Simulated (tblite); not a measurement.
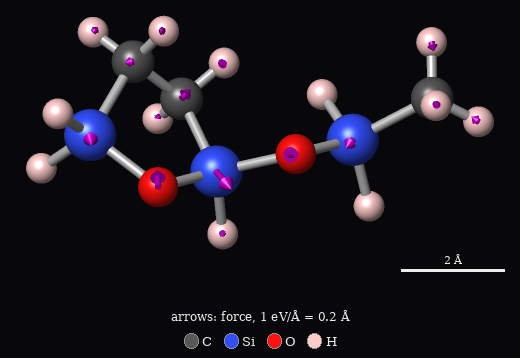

Starting geometry of C3H12O2Si3 with the computed forces as purple arrows. A ball-and-stick model, seen face on.

These are results of tblite 0.8.0, GFN2-xTB geometry optimisation, gas phase, not measurements. 

**What follows when this structure is relaxed?**

It isn't relaxed: the largest force vector, on a Si atom, is 3.47 eV/Å. The final displacements have little in common with the starting forces (cosine between the two patterns 0.13). Over 213 geometry steps the energy falls by 30.3 kcal/mol. The atom that moves furthest after the best rigid fit is an H atom (2.74 Å). Largest moves by element: H 2.74 Å, O 1.99 Å, C 1.52 Å, Si 1.35 Å. Some distances before and after: Si–Si 2.789 → 3.138 Å, O–Si 1.725 → 1.613 Å, O–Si 1.721 → 1.635 Å, C–Si 1.843 → 1.905 Å. Bond angles that change, for instance: Si–O–Si 108.8° → 150.6°, Si–O–Si 103.2° → 119.4°, C–Si–H 111.8° → 119.6°. Groups turn about O–Si by about 170°, O–Si by about 155°, C–Si by about 35°. The run took 3.8 s on 1 thread of Arm Neoverse N1, on a shared host.
